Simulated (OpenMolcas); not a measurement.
FeH10O6 (charge +2): single-point calculation (part 4 of 4)

The same run, continued: FeH10O6, charge +2, multiplicity 3; HF/ANO-RCC-MB, ROHF, DKH2 (OpenMolcas 26.06). The geometry comes from this level: GFN2-xTB.

Geometry of the input (Å):
```
Fe 0.0156  -0.0006  0.1502
O  0.1714  -0.0507  1.6706
O  -0.1762  0.0580  -1.7207
H  -0.2474  0.8487  -2.2713
H  -0.2354  -0.6894  -2.3292
O  1.9148  -0.1779  -0.0063
H  2.5071  0.4466  -0.4473
H  2.2869  -0.3368  0.8769
O  -1.8763  0.1638  0.3949
H  -2.0523  0.2318  1.3480
H  -2.5444  -0.4350  0.0328
O  0.1453  1.9006  0.1908
H  0.6110  2.2069  0.9857
H  -0.6672  2.4287  0.1656
O  -0.1305  -1.9071  0.1240
H  -0.3215  -2.2249  1.0221
H  0.5991  -2.4628  -0.1867
```

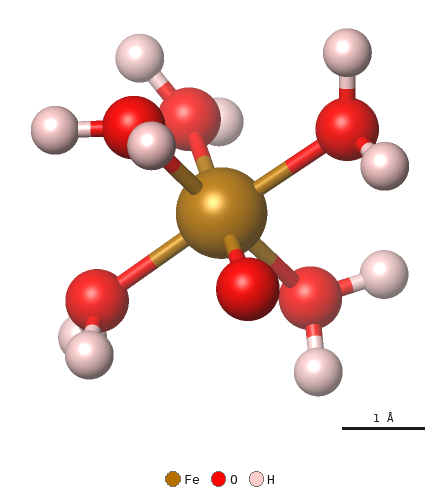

**Figure 1.** The structure as given in the input (ball-and-stick view, seen at a tilt). Sticks mark near contacts.

What the program printed, continued
```
++    Molecular properties:
      ---------------------

      Charge (e):
                      =    2.0000
      Dipole Moment (debye):
      Origin of the operator (angstrom)=    0.0098   -0.0014    0.1114
                   X=  2.1132E-01               Y= -5.6415E-02               Z=  7.2474E-01           Total=  7.5702E-01
      Center of Charge (angstrom)
                     X=    0.02444047               Y=   -0.00623007               Z=    0.10328402
      Quadrupole Moment (debye*angstrom):
      Origin of the operator (angstrom)=    0.0098   -0.0014    0.1114
                  XX= -2.6486E+01              XY=  3.3386E-01              XZ= -3.9265E-01              YY= -2.6973E+01
                  YZ=  3.6062E-01              ZZ= -3.1919E+01
      In traceless form (debye*angstrom)
                  XX=  2.9594E+00              XY=  5.0078E-01              XZ= -5.8898E-01              YY=  2.2301E+00
                  YZ=  5.4093E-01              ZZ= -5.1895E+00
--

      Mulliken spin population analysis for root number:  1
      ---------------------------------------------------

++    Molecular charges:
      ------------------

      Mulliken spin population per centre
      ---------------------------

                FE1     O2      O3      O6      O9      O12     O15     H4      H5      H7      H8      H10
      Total    0.2564  1.7270  0.0021  0.0032  0.0032  0.0034  0.0036  0.0003  0.0002  0.0005 -0.0003 -0.0003

                H11     H13     H14     H16     H17
      Total    0.0005 -0.0001  0.0003 -0.0002  0.0004

      Total electronic spin=    2.000000
--

      LoProp population analysis for root number:  1
      -----------------------------------------------

++    LoProp analysis:
      ----------------

++    Static properties:
      ------------------

      LoProp Charges per center

                   FE1      O2       O3       O6       O9       O12      O15      H4       H5       H7
      Nuclear     26.0000   8.0000   8.0000   8.0000   8.0000   8.0000   8.0000   1.0000   1.0000   1.0000
      Electronic -24.6671  -8.0450  -8.5743  -8.5629  -8.5629  -8.5598  -8.5607  -0.6436  -0.6449  -0.6340

      Total        1.3329  -0.0450  -0.5743  -0.5629  -0.5629  -0.5598  -0.5607   0.3564   0.3551   0.3660

                   H8       H10      H11      H13      H14      H16      H17
      Nuclear      1.0000   1.0000   1.0000   1.0000   1.0000   1.0000   1.0000
      Electronic  -0.6605  -0.6612  -0.6333  -0.6564  -0.6381  -0.6577  -0.6375

      Total        0.3395   0.3388   0.3667   0.3436   0.3619   0.3423   0.3625
--

      Natural Bond Order analysis for root number:  1

++    Natural Bond Order analysis
      ---------------------------
      Based on LoProp computed density
      -------------------------------------------------------------------------------------
      Atom A       Atom B       Bond Order
      -------------------------------------------------------------------------------------
      NBO located      0.935 non-bonded electrons on atom FE1
      NBO located      0.955 non-bonded electrons on atom FE1
      NBO located      0.969 non-bonded electrons on atom FE1
      NBO located      0.988 non-bonded electrons on atom FE1
      NBO located      0.990 non-bonded electrons on atom FE1
      NBO located      0.998 non-bonded electrons on atom FE1
      NBO located      0.999 non-bonded electrons on atom FE1
      NBO located      1.000 non-bonded electrons on atom FE1
      NBO located      1.000 non-bonded electrons on atom FE1
      NBO located      1.000 non-bonded electrons on atom FE1
      NBO located      1.000 non-bonded electrons on atom FE1
      NBO located      1.000 non-bonded electrons on atom O2
      NBO located      1.013 non-bonded electrons on atom O2
      NBO located      0.999 non-bonded electrons on atom O3
      NBO located      0.992 non-bonded electrons on atom O3
      NBO located      0.999 non-bonded electrons on atom O6
      NBO located      0.999 non-bonded electrons on atom O9
      NBO located      0.999 non-bonded electrons on atom O12
      NBO located      0.999 non-bonded electrons on atom O15
      The remaining   24.646 electrons are to be considered as diffuse
--

--

      Canonical orbitals are written to the RASORB file
      Natural orbitals for root   1 are written to the RASORB.1 file
      Spin density orbitals for root   1 are written to the SPDORB.1 file

--- Stop Module: rasscf /rc=_RC_ALL_IS_WELL_ ---
--- Module rasscf spent 1 second ---

.##################.
.# Happy landing! #.
.##################.

    Timing: Wall=19.84 User=18.42 System=1.40
```

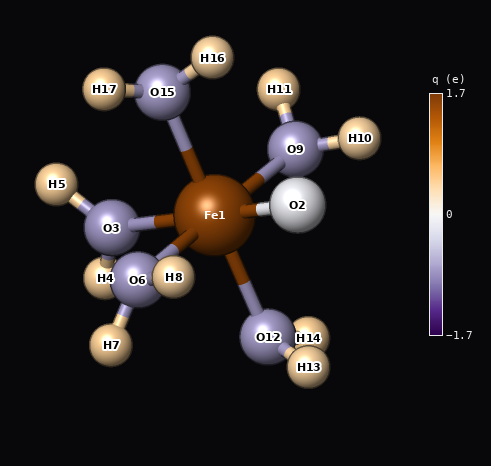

**Figure 2.** Mulliken charges, as the colour of each atom (ball-and-stick view, seen at an oblique angle; atoms are numbered from 1 in the order of the input; Mulliken charges depend strongly on the basis). By element: Fe +1.58, O −0.79 to −0.11 and H +0.42 to +0.46 e.
